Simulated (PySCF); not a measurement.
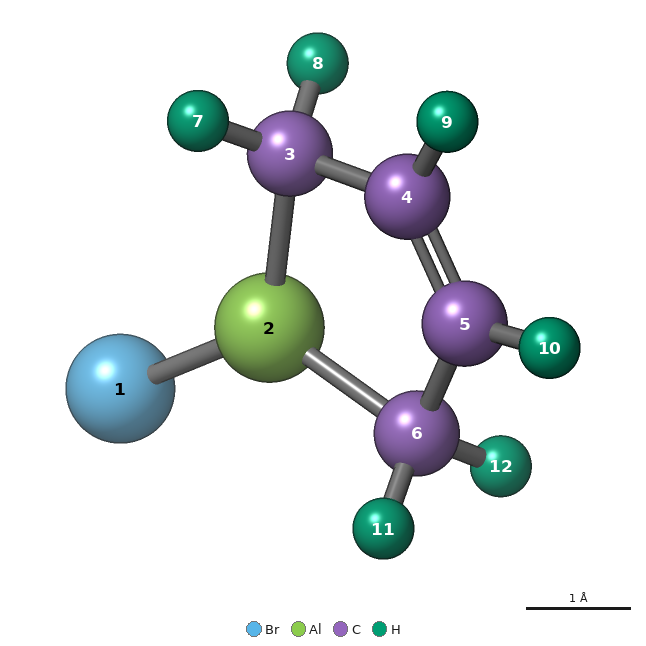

The view is orthographic, and the bar gives the scale. The geometry was computed by an optimisation with PBE0-D3(BJ)/def2-SVP. No frequency run is at hand to confirm it as a minimum.

Give an XYZ file in the frame of the picture: x to the right, y up, z towards the viewer, origin at the mean of the atomic positions.

```xyz
12
C4H6AlBr
Br  -2.35  -0.96  -2.67
Al  -0.91  -0.37  -1.04
C   -0.71   1.31  -0.07
C    0.42   0.90   0.84
C    0.98  -0.33   0.79
C    0.51  -1.39  -0.18
H   -1.60   1.63   0.51
H   -0.45   2.19  -0.69
H    0.81   1.62   1.57
H    1.80  -0.57   1.48
H    0.19  -2.31   0.34
H    1.33  -1.71  -0.86
```
